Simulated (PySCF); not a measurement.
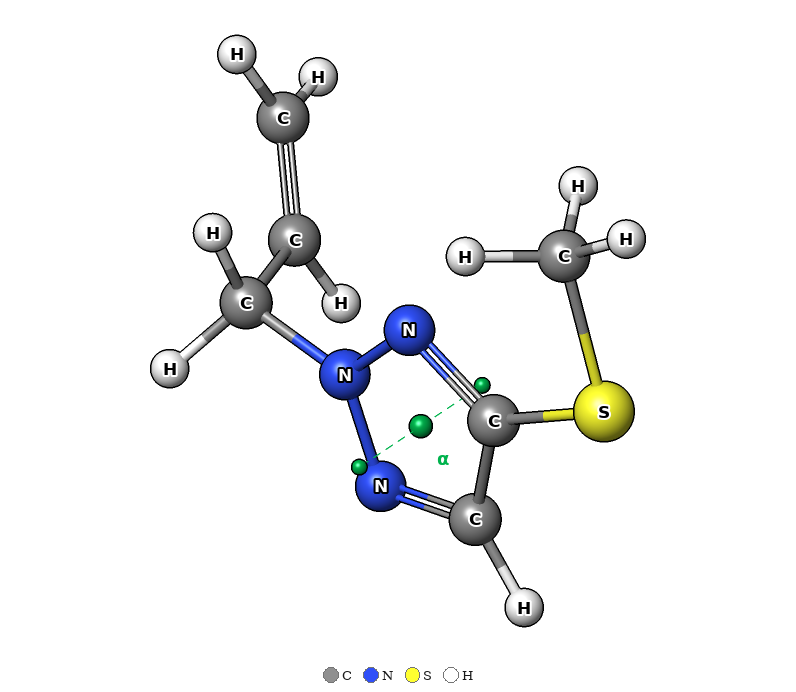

The small points mark where nucleus-independent chemical shifts (NICS) were computed: at the centre of each lettered ring and 1 Å above and below it. Computed geometry: GFN2-xTB optimisation. No frequency run is at hand to confirm it as a minimum. Properties computed with GIAO PBE0/pcSseg-1 NMR shielding, non-relativistic, gas phase (PySCF 2.14.0).

Give NICS(0), NICS(1) and the out-of-plane component NICS(1)zz for each ring (means of the two sides).

```
ring  members  NICS(0)  NICS(1)  NICS(1)zz
   α     C2N3    −12.2    −12.5      −30.4
```

Values in ppm.

> What do the values say about the ring currents?

Ring α: diatropic, as in an aromatic ring. NICS is one index among several.
